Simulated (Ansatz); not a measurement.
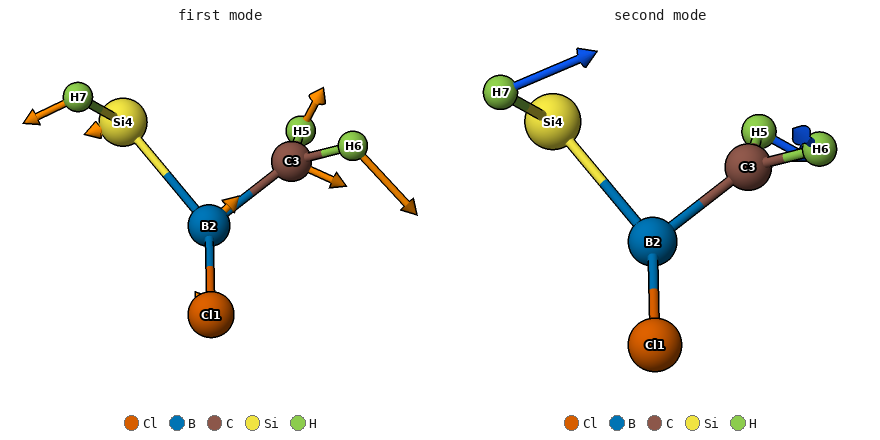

The system is CH₃BClSi, charge −1; the picture shows the reference structure; its two panels give the patterns of the first and the second mode as arrows. 
- First axis: normal mode 1 (68 cm⁻¹). Second axis: normal mode 5 (546 cm⁻¹).
- Nothing is relaxed (straight displacements along the two mass-weighted modes).
- Grid: 15 × 15 points.
- Points are written as (first, second).
- Energies: kJ/mol, counted from the lowest grid point.
- All numbers below come from Ansatz, RHF/def2-SVPD.

Its coordinates:

```xyz
7

Cl   -2.2146   -0.7042    0.6517
B    -0.5306   -0.5462   -0.1191
C     0.7053   -0.3099    0.6414
Si    0.2992    0.4474   -1.5793
H     1.6852   -0.5778    0.2622
H     0.7256    0.0526    1.6696
H    -0.6700    1.6381   -1.5265
```

Range: normal mode 1 (68 cm⁻¹) from −1.233 to 1.233 amu½·Å; normal mode 5 (546 cm⁻¹) from −0.594 to 0.594 amu½·Å.

What landscape does the calculation give?

The lowest grid point is at (0.000 amu½·Å, 0.000 amu½·Å). The highest grid point, (−1.233 amu½·Å, 0.594 amu½·Å), lies 62.5 kJ/mol above the lowest.

| normal mode 5 (546 cm⁻¹) ↓, normal mode 1 (68 cm⁻¹) → | −1.233 | −1.057 | −0.881 | −0.705 | −0.528 | −0.352 | −0.176 | 0.000 | 0.176 | 0.352 | 0.528 | 0.705 | 0.881 | 1.057 | 1.233 |
| --- | --- | --- | --- | --- | --- | --- | --- | --- | --- | --- | --- | --- | --- | --- | --- |
| 0.594 | 62.5 | 51.4 | 42.7 | 36.0 | 31.0 | 27.2 | 24.3 | 22.2 | 20.5 | 19.1 | 17.9 | 16.8 | 15.9 | 15.3 | 15.1 |
| 0.509 | 49.7 | 39.8 | 32.2 | 26.5 | 22.3 | 19.3 | 17.2 | 15.7 | 14.5 | 13.6 | 12.7 | 12.0 | 11.5 | 11.3 | 11.5 |
| 0.424 | 38.9 | 30.0 | 23.4 | 18.7 | 15.3 | 13.1 | 11.5 | 10.5 | 9.8 | 9.2 | 8.6 | 8.2 | 8.0 | 8.1 | 8.8 |
| 0.339 | 30.1 | 22.2 | 16.5 | 12.5 | 9.9 | 8.2 | 7.1 | 6.5 | 6.1 | 5.7 | 5.5 | 5.3 | 5.3 | 5.8 | 6.8 |
| 0.255 | 23.1 | 16.1 | 11.2 | 7.9 | 5.8 | 4.6 | 3.9 | 3.6 | 3.4 | 3.2 | 3.1 | 3.1 | 3.4 | 4.2 | 5.6 |
| 0.170 | 17.9 | 11.7 | 7.4 | 4.6 | 3.0 | 2.1 | 1.7 | 1.6 | 1.5 | 1.4 | 1.5 | 1.7 | 2.2 | 3.3 | 5.2 |
| 0.085 | 14.4 | 8.7 | 5.0 | 2.6 | 1.3 | 0.7 | 0.5 | 0.4 | 0.4 | 0.4 | 0.5 | 0.9 | 1.7 | 3.1 | 5.5 |
| 0.000 | 12.3 | 7.2 | 3.8 | 1.8 | 0.7 | 0.2 | 0.0 | 0.0 | 0.0 | 0.1 | 0.3 | 0.8 | 1.9 | 3.7 | 6.7 |
| −0.085 | 11.7 | 6.9 | 3.9 | 2.0 | 1.1 | 0.6 | 0.4 | 0.4 | 0.4 | 0.5 | 0.8 | 1.6 | 2.9 | 5.2 | 8.8 |
| −0.170 | 12.4 | 7.9 | 5.0 | 3.3 | 2.3 | 1.9 | 1.6 | 1.5 | 1.5 | 1.7 | 2.2 | 3.2 | 4.9 | 7.7 | 11.9 |
| −0.255 | 14.4 | 10.0 | 7.2 | 5.5 | 4.5 | 4.0 | 3.7 | 3.5 | 3.5 | 3.8 | 4.4 | 5.7 | 7.9 | 11.4 | 16.3 |
| −0.339 | 17.6 | 13.3 | 10.5 | 8.7 | 7.7 | 7.0 | 6.6 | 6.4 | 6.5 | 6.8 | 7.7 | 9.4 | 12.2 | 16.3 | 22.1 |
| −0.424 | 22.0 | 17.7 | 14.9 | 13.0 | 11.8 | 11.1 | 10.6 | 10.4 | 10.5 | 11.0 | 12.2 | 14.3 | 17.7 | 22.6 | 29.3 |
| −0.509 | 27.8 | 23.4 | 20.4 | 18.4 | 17.1 | 16.2 | 15.7 | 15.4 | 15.6 | 16.4 | 18.0 | 20.7 | 24.7 | 30.5 | 38.2 |
| −0.594 | 34.9 | 30.3 | 27.2 | 25.0 | 23.5 | 22.5 | 21.9 | 21.7 | 22.1 | 23.1 | 25.2 | 28.5 | 33.3 | 40.0 | 48.7 |

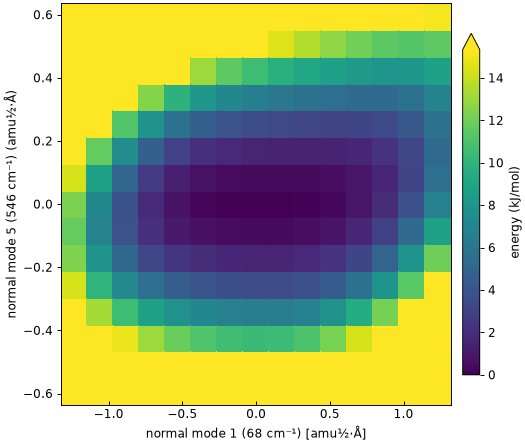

Drawn: one coloured cell a grid point, one colour for all values above the top of the scale.

Each point was launched as `ansatz run input.yaml --threads 1 --pin off --max-ram 2560MiB --backend cpu --events-out ev --progress --plain --runs-dir out`. Time for the 225 points that were run: 22 min on 1 thread of Arm Neoverse N1 (shared host).
